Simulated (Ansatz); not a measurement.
**Profile along the Pb–Pb line in Pb (fcc, Cu type)**

Pb (fcc, Cu type)

```cif
data_Pb
_chemical_formula_sum 'Pb1'
_space_group_name_H-M_alt 'P 1'
_space_group_IT_number 1
_cell_length_a 3.55966
_cell_length_b 3.55966
_cell_length_c 3.55966
_cell_angle_alpha 60.000
_cell_angle_beta 60.000
_cell_angle_gamma 60.000
loop_
_space_group_symop_operation_xyz
  'x, y, z'
loop_
_atom_site_label
_atom_site_type_symbol
_atom_site_fract_x
_atom_site_fract_y
_atom_site_fract_z
_atom_site_occupancy
Pb1 Pb 0.00000 0.00000 0.00000 1
```

Fields along a shortest Pb–Pb line of a {111} plane (3.56 Å), from Pb to Pb, interpolated on the slice's grid (step about 0.2 Å). The numbers are results of PBE (plane waves to 420 eV, PAW, scalar-relativistic; Ansatz, an electronic-structure program), not measurements. k mesh 16×16×16. Near the nuclei the fields are pseudised (PAW); where an atom keeps semicore shells as valence, they peak there. Pb was relaxed with its symmetry unable to fall. Spin-orbit coupling is left out, though Pb is heavy. The PAW data are Ansatz's earlier set. The relaxed volume of Pb is well above the measured one; the method has no dispersion term.

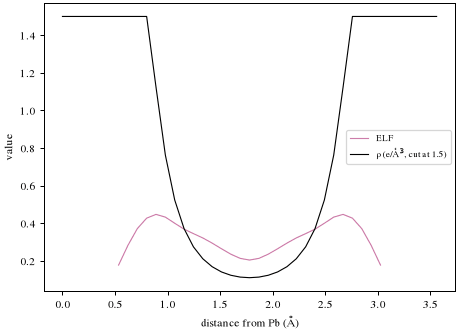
Figure: ELF (away from the nuclei) and valence density from Pb to Pb.

Density on the Pb–Pb line (3.56 Å) at its midpoint: 0.11 e/Å³. ELF at that point: 0.20.
